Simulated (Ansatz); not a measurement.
**CH$_{7}$AlO: density, localisation and related maps**

Input

```
crystal:
  periodic: [false, false, false]
  atoms:
    - { symbol: C, position_ang: [-0.941, 0.6143, -0.5998] }
    - { symbol: O, position_ang: [0.3692, 0.32, -0.7299] }
    - { symbol: Al, position_ang: [0.8999, -0.555, 0.7911] }
    - { symbol: H, position_ang: [-1.245, 1.1791, -1.5463] }
    - { symbol: H, position_ang: [-1.6318, -0.2477, -0.4894] }
    - { symbol: H, position_ang: [-1.1495, 1.3926, 0.2225] }
    - { symbol: H, position_ang: [0.4507, -0.3611, -1.44] }
    - { symbol: H, position_ang: [0.67349, 0.3103, 2.05446] }
    - { symbol: H, position_ang: [2.47984, -1.00806, 0.68702] }
    - { symbol: H, position_ang: [0.03747, -1.92402, 0.97062] }
basis:
  gaussian: { orbitals: "6-31G*" }
hamiltonian:
  xc: pbe0
  dispersion: d4
relax:
  f_tol: 0.015
  max_steps: 40
output:
  orbitals: {}
```

Launched as:

```sh
ansatz run input.yaml --threads 1 --pin off --max-ram 2048MiB --backend cpu --events-out ev --progress --plain --runs-dir out
```

The fields are those of the run's last geometry, not of the input's.

These are results of RKS PBE0-D4/6-31G* in Ansatz 0.2.0, not measurements.

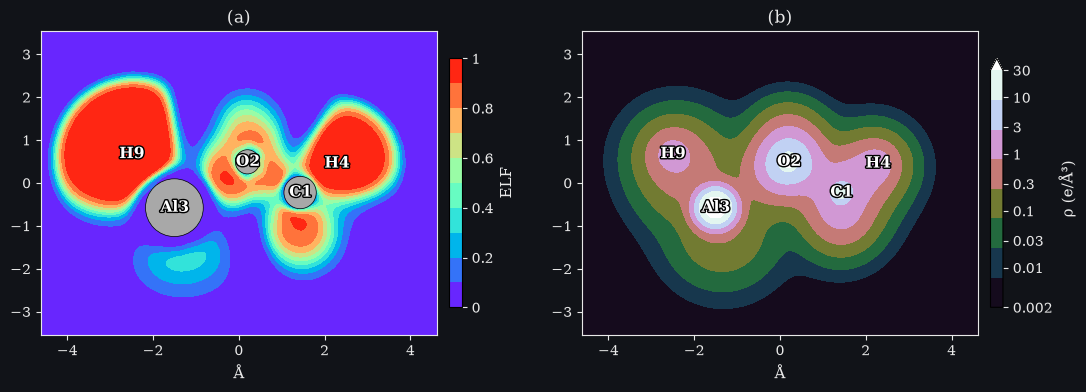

Figure 1. (a) electron localisation function; (b) total electron density on the plane of atoms O2, Al3 and H9. Grey discs cover the atomic cores in the ELF map.

Read the bonding off the picture.

- Atoms in the plane: C, O, Al and H.
- C–O (1.44 Å): ρ is about 1.9 e/Å³ halfway, with its minimum of 1.6 e/Å³ about 0.5 Å from C; the ELF peaks at about 0.90 between the atoms (a polar covalent bond).
- Al–O (2.01 Å): the density is about 0.4 e/Å³ at the midpoint; the ELF peaks at about 0.90 in the valence shell of O, 0.6 Å from its nucleus, and is about 0.45 at the midpoint.
- C–H (1.09 Å): ρ at the midpoint is about 2 e/Å³; the ELF climbs to about 1 towards the hydrogen, as it does in any bond to H: an ordinary covalent bond to hydrogen.
- Al–H (1.61 Å): ρ is about 0.51 e/Å³ halfway; the ELF climbs to about 1 towards the hydrogen.

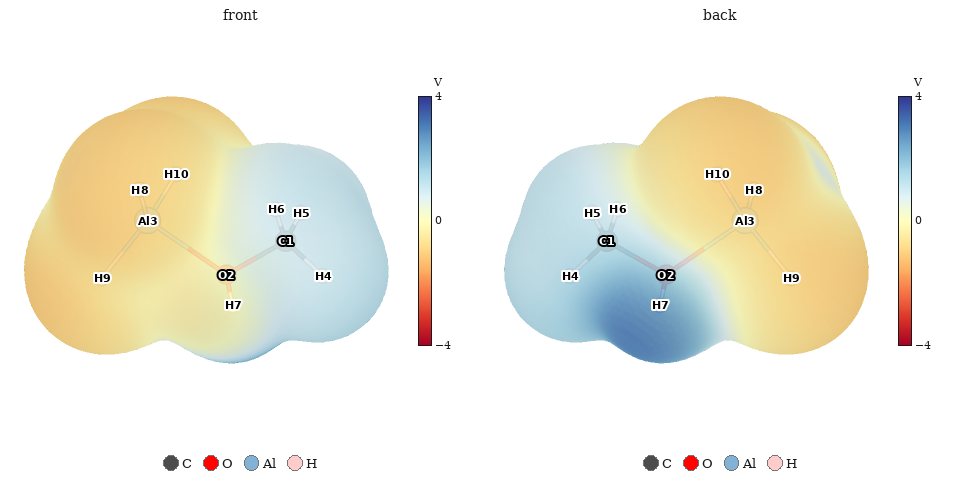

Figure 2. The molecular electrostatic potential painted on the density surface at 0.001 e/bohr³, seen from the front and from behind; red is negative and blue positive.

Describe the electrostatic potential map.

The most negative region (about −1.1 V) lies over H8, H9 and H10, the most positive (about +3.1 V) over H7.

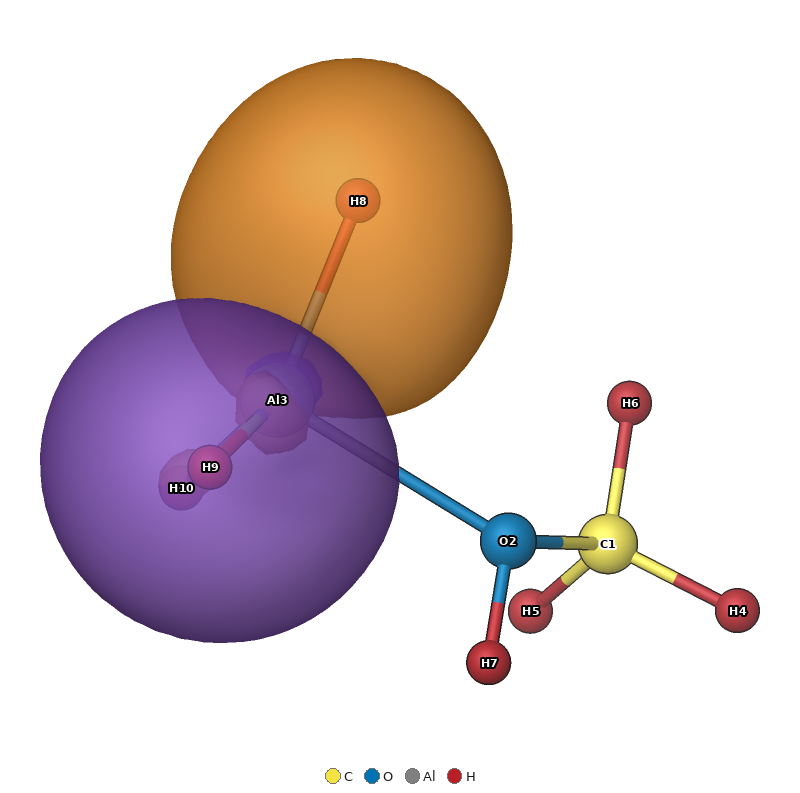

Figure 3. The HOMO−1 at ±0.1 Å⁻³ᐟ² (orange and purple are the two phases), seen at an oblique angle.

What is the character of this orbital?

It lies mainly on Al3 (about 35 %), H9 (about 35 %) and H8 (about 25 %). Its energy is −7.55 eV.
